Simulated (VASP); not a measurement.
Energy against volume of SnTe (rock salt). All values below come from MS2 meta-GGA, VASP's PBE PAW potentials (set 64) (plane waves; VASP).

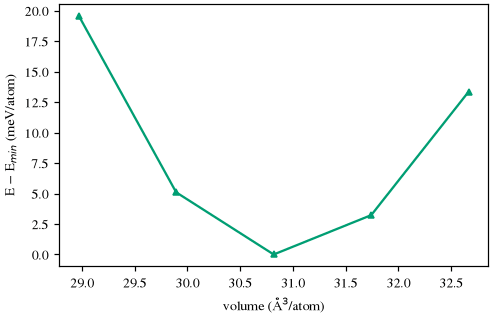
Figure: Energy against volume

Problem. Estimate the equilibrium volume and the bulk modulus.

Solution. The minimum lies near 30.9 Å³/atom, and the curvature gives B0 of about 47 GPa.

Measured: bulk modulus 37.8 GPa (computed value off by +23.3 %), as given by Cormac Toher et al., Physical Review Materials (2017), arXiv:1611.05714; a 6.316 Å (computed value off by -0.6 %), as given by Ayanesh Maiti et al., Applied Physics Letters (2022), arXiv:2109.01420. The calculation is for a static lattice, while the measured bulk modulus, a hold thermal and zero-point effects, which are part of the difference.

The compound is SnTe in the rock salt structure, which distorts at low temperature. It was relaxed first.
